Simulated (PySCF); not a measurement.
# Sn₂H₄: relaxation and vibrations of the singlet

Where does singlet Sn₂H₄ go from a doubly bridged, planar start, is the end point a minimum, and what are its modes, charges and moments?

Program: PySCF 2.14.0. Level of theory: PBE0, basis Sn def2-TZVP with ECP28, H def2-TZVP, scalar-relativistic core potentials, no spin–orbit coupling, density fitting. These are calculated values, not measurements.

**1. The system as given**

6 atoms, charge 0, spin multiplicity 1.

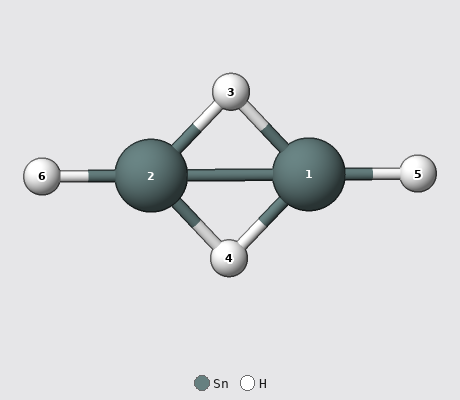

Start geometry, drawn with tin teal, hydrogen white; atoms are numbered from 1 in the order of the file.

```xyz
6
charge 0 multiplicity 1
Sn    1.2434    0.0000    0.0000
Sn   -1.2434    0.0000    0.0000
H     0.0000    1.3334    0.0000
H     0.0000   -1.3334    0.0000
H     2.9634    0.0000    0.0000
H    -2.9634    0.0000    0.0000
```

**2. The SCF at the typed geometry**

The steps below are one call of a driver around PySCF. For each, scf.py gives the equivalent set-up of the SCF; relaxations use the driver's own optimiser. After this first run the driver tries any further starts and a stability analysis.

Input file scf.py:

```python
from pyscf import gto, scf, dft
mol = gto.M(atom='''
Sn     1.243400     0.000000     0.000000
Sn    -1.243400     0.000000     0.000000
H      0.000000     1.333400     0.000000
H      0.000000    -1.333400     0.000000
H      2.963400     0.000000     0.000000
H     -2.963400     0.000000     0.000000''',
    basis={'Sn': 'def2-TZVP', 'H': 'def2-TZVP'},
    ecp={'Sn': 'def2-TZVP'},
    charge=0, spin=0)
mf = dft.RKS(mol, xc='PBE0')
mf.grids.atom_grid = (50, 194)
aux = {'Sn': 'def2-universal-JKFIT', 'H': 'def2-universal-JKFIT'}
mf = mf.density_fit(auxbasis=aux)
mf.conv_tol = 1e-08
mf.diis_space = 10
mf.max_cycle = 60
mf.init_guess = 'minao'
mf.verbose = 4
mf.kernel()
```

Command:

```sh
OMP_NUM_THREADS=4 python axn.py task.json out
```

Output:

```text
init E= -357.054021332148
  HOMO = -0.870080085611979  LUMO = -0.851607750681191  gap/eV = 0.50266
cycle= 1 E= -428.433446845285  delta_E= -71.4  |g|= 3.54  |ddm|= 43.9
  HOMO = 0.047226243487831  LUMO = 0.060760771808404  gap/eV = 0.36829
cycle= 2 E= -426.619212548177  delta_E= 1.81  |g|= 5.37  |ddm|= 60.1
  HOMO = -0.159493869721921  LUMO = -0.089198179820797  gap/eV = 1.91284
cycle= 3 E= -430.783664662181  delta_E= -4.16  |g|= 0.25  |ddm|= 54.5
  HOMO = -0.164175927356162  LUMO = -0.0791462978661048  gap/eV = 2.31377
cycle= 4 E= -430.790336854655  delta_E= -0.00667  |g|= 0.133  |ddm|= 0.746
  HOMO = -0.167971757295345  LUMO = -0.0865629792370965  gap/eV = 2.21525
cycle= 5 E= -430.793972299125  delta_E= -0.00364  |g|= 0.015  |ddm|= 0.241
  HOMO = -0.170332290066478  LUMO = -0.0889412689795215  gap/eV = 2.21476
cycle= 6 E= -430.7940068204  delta_E= -3.45e-05  |g|= 0.00213  |ddm|= 0.0754
  HOMO = -0.170236474154066  LUMO = -0.0885908875460828  gap/eV = 2.22169
cycle= 7 E= -430.794008814895  delta_E= -1.99e-06  |g|= 0.000246  |ddm|= 0.0103
  HOMO = -0.170154922028673  LUMO = -0.0885603697164088  gap/eV = 2.22030
cycle= 8 E= -430.794008839286  delta_E= -2.44e-08  |g|= 7.2e-05  |ddm|= 0.00127
  HOMO = -0.170156842436654  LUMO = -0.0885532241569651  gap/eV = 2.22055
cycle= 9 E= -430.794008840931  delta_E= -1.65e-09  |g|= 6.92e-06  |ddm|= 0.000263
  HOMO = -0.170155932136881  LUMO = -0.0885530708992661  gap/eV = 2.22053
Extra cycle  E= -430.79400884094  delta_E= -8.3e-12  |g|= 5.17e-06  |ddm|= 2.3e-05
converged SCF energy = -430.79400884094
```

This step, with its further starts and checks, ran for 22 s (4 threads, shared host).

The starts that the driver tried:

```
                      start  energy (Eh)
    the minimal-basis guess  -430.794009
a thermally smeared density  -430.794009
      a smeared PBE density  -430.794009
```

No lower closed-shell solution turned up from the other starts or in the test of internal stability.

**3. Doubly bridged, planar start, singlet: relaxation**

The program finds D2h symmetry in the start, which this walk keeps. The walk stops when the largest gradient is under 0.0003 Eh/bohr and the energy has settled too.

scf.py: that of step 2 with these lines changed.

```diff
@@ -3,6 +3,6 @@
-Sn     1.243400     0.000000     0.000000
-Sn    -1.243400     0.000000     0.000000
-H      0.000000     1.333400     0.000000
-H      0.000000    -1.333400     0.000000
-H      2.963400     0.000000     0.000000
-H     -2.963400     0.000000     0.000000''',
+Sn     1.243400    -0.000000     0.000000
+Sn    -1.243400     0.000000    -0.000000
+H      0.000000     1.333400    -0.000000
+H     -0.000000    -1.333400     0.000000
+H      2.963400    -0.000000     0.000000
+H     -2.963400     0.000000    -0.000000''',
@@ -19 +18,0 @@
-mf.init_guess = 'minao'
```

Energy and gradient, step by step:

```
step  energy (Eh)  change (kJ/mol)  largest symmetric gradient (Eh/bohr)
   0  -430.794009             0.00                               0.10744
   1  -430.839079          -118.33                               0.05063
   2  -430.856445          -163.93                               0.02039
   3  -430.860782          -175.31                               0.00581
   4  -430.861204          -176.42                               0.00093
   5  -430.861219          -176.46                               0.00047
   6  -430.861223          -176.47                               0.00021
   7  -430.861224          -176.47                               0.00013
```

The walk took 31 s.

Geometry (Å) and forces (eV/Å) at some steps:

```
step 0
Sn   1.243   0.000   0.000   5.525   0.000   0.000
Sn  -1.243   0.000   0.000  -5.525   0.000   0.000
H    0.000   1.333   0.000   0.000  -0.083   0.000
H    0.000  -1.333   0.000   0.000   0.083   0.000
H    2.963   0.000   0.000   1.662   0.000   0.000
H   -2.963   0.000   0.000  -1.662   0.000   0.000
step 1
Sn   1.352   0.000   0.000   2.603   0.000   0.000
Sn  -1.352   0.000   0.000  -2.603   0.000   0.000
H    0.000   1.285   0.000   0.000  -0.261   0.000
H    0.000  -1.285   0.000   0.000   0.261   0.000
H    3.106   0.000   0.000   0.835   0.000   0.000
H   -3.106   0.000   0.000  -0.835   0.000   0.000
step 4
Sn   1.524   0.000   0.000   0.048   0.000   0.000
Sn  -1.524   0.000   0.000  -0.048   0.000   0.000
H    0.000   1.171   0.000   0.000  -0.047   0.000
H    0.000  -1.171   0.000   0.000   0.047   0.000
H    3.314   0.000   0.000  -0.023   0.000   0.000
H   -3.314   0.000   0.000   0.024   0.000   0.000
step 7
Sn   1.528   0.000   0.000  -0.007   0.000   0.000
Sn  -1.528   0.000   0.000   0.006   0.000   0.000
H    0.000   1.163   0.000   0.000  -0.002   0.000
H    0.000  -1.163   0.000   0.000   0.002   0.000
H    3.315   0.000   0.000   0.001   0.000   0.000
H   -3.315   0.000   0.000   0.000   0.000   0.000
```

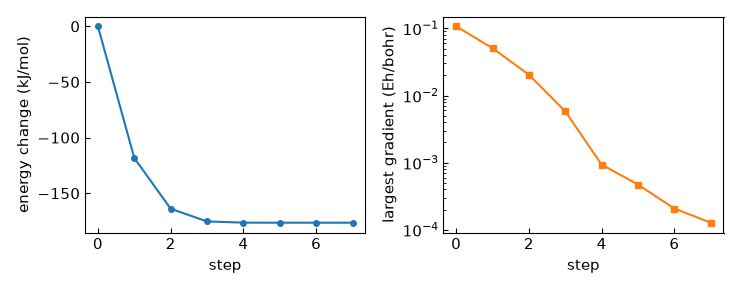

Energy and largest gradient along the walk.

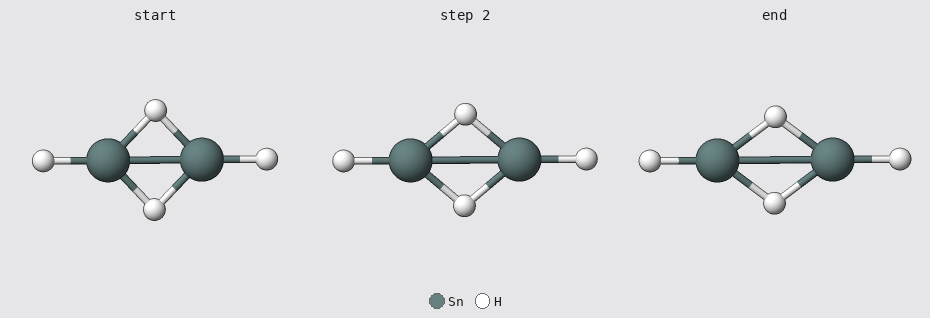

Start and end of the relaxation, with a step between.

It settles in D2h symmetry, 176.5 kJ/mol below the start, after 7 steps: Sn–H 1.787 Å (×2), Sn–H 1.920 Å (×4), Sn–Sn 3.055 Å; H–Sn–H 74.6° (×2), H–Sn–H 142.7° (×4), H–Sn–Sn 37.3° (×4), H–Sn–Sn 180.0° (×2), Sn–H–Sn 105.4° (×2).

**4. Vibrations and properties at this point**

The point is checked on the finer grid, and tightened if its gradient asks for it. The Hessian and the dipole derivatives come from central differences of analytic gradients, with steps of 0.02 bohr.

scf.py: that of step 3 with these lines changed.

```diff
@@ -3,6 +3,6 @@
-Sn     1.243400    -0.000000     0.000000
-Sn    -1.243400     0.000000    -0.000000
-H      0.000000     1.333400    -0.000000
-H     -0.000000    -1.333400     0.000000
-H      2.963400    -0.000000     0.000000
-H     -2.963400     0.000000    -0.000000''',
+Sn     1.527220    -0.000000     0.000000
+Sn    -1.527220     0.000000    -0.000000
+H      0.000000     1.163126    -0.000000
+H     -0.000000    -1.163126     0.000000
+H      3.314604    -0.000000     0.000000
+H     -3.314604     0.000000    -0.000000''',
@@ -13 +13 @@
-mf.grids.atom_grid = (50, 194)
+mf.grids.atom_grid = (75, 302)
@@ -16 +16 @@
-mf.conv_tol = 1e-08
+mf.conv_tol = 1e-10
```

The driver hands on the density of the step before, so the log starts near convergence.

Log of the central SCF (cycles and frontier levels):

```text
init E= -430.861249975272
  HOMO = -0.18466379197467  LUMO = -0.0999329172811514  gap/eV = 2.30564
cycle= 1 E= -430.861249973613  delta_E= 1.66e-09  |g|= 6.02e-05  |ddm|= 0.000145
  HOMO = -0.184663990168139  LUMO = -0.0999330807283982  gap/eV = 2.30565
cycle= 2 E= -430.861249953868  delta_E= 1.97e-08  |g|= 0.000208  |ddm|= 0.000501
  HOMO = -0.184663936725509  LUMO = -0.0999330385785298  gap/eV = 2.30565
cycle= 3 E= -430.861249975424  delta_E= -2.16e-08  |g|= 7.19e-07  |ddm|= 0.000388
  HOMO = -0.184663882257124  LUMO = -0.0999329948103123  gap/eV = 2.30564
cycle= 4 E= -430.861249975422  delta_E= 1.48e-12  |g|= 5.66e-08  |ddm|= 1.07e-06
  HOMO = -0.184663885098123  LUMO = -0.0999329953434938  gap/eV = 2.30564
Extra cycle  E= -430.861249975424  delta_E= -1.25e-12  |g|= 5.85e-08  |ddm|= 1.25e-07
converged SCF energy = -430.861249975424
```

The whole step took 88 s.

Geometry: D2h; Sn–H 1.787 Å (×2), Sn–H 1.920 Å (×4), Sn–Sn 3.054 Å; H–Sn–H 74.6° (×2), H–Sn–H 142.7° (×4), H–Sn–Sn 37.3° (×4), H–Sn–Sn 180.0° (×2), Sn–H–Sn 105.4° (×2).

Modes, for the most abundant isotopes:

```
symmetry  ω (cm⁻¹)  IR (km/mol)
     b3u      944i          174
     b1u      613i          506
     b3u      373i          1.9
     b2u      370i         14.2
      ag       180          0.0
     b3g       355          0.0
     b2g       527          0.0
     b2u      1106         72.1
     b3g      1180          0.0
      ag      1417          0.0
     b1u      1568         1124
      ag      1661          0.0
```

4 modes are imaginary, the largest at 944i cm⁻¹: a saddle point, not a minimum.

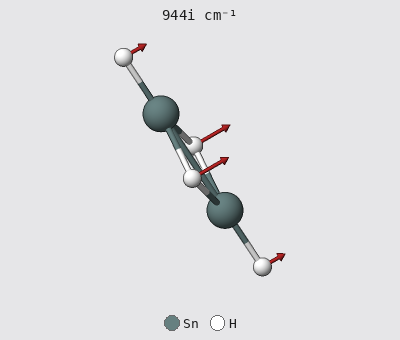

The imaginary mode, as arrows.

Constants and moments:

- Dipole moment: 0.00 D
- Highest occupied level: -5.02 eV
- Lowest empty level: -2.72 eV
- Rotational constants: 6.182, 0.02899, 0.02886 cm⁻¹
- Zero-point energy (real modes): 47.8 kJ/mol
- Principal polarisabilities: 64.9, 78.7, 231.9 bohr³
- Atomisation energy without zero-point energy: 892 kJ/mol
- Principal traceless quadrupole moments about the centre of mass: -4.20, -3.44, 7.64 D Å

Charges (e) and bond orders:

| atom | Mulliken | Löwdin | polar tensor | Mayer order to Sn1 |
| --- | --- | --- | --- | --- |
| Sn1 | 0.04 | 0.00 | 0.13 | – |
| Sn2 | 0.04 | 0.00 | 0.13 | 1.19 |
| H3,4 | 0.04 | 0.08 | 0.14 | 0.46 |
| H5 | -0.08 | -0.08 | -0.27 | 0.77 |
| H6 | -0.08 | -0.08 | -0.27 | 0.08 |

Mulliken populations on Sn1 (outside its core potential): s 3.74, p 8.06, d 10.13, f 0.02.

(Part 1 of 2 ends here.)
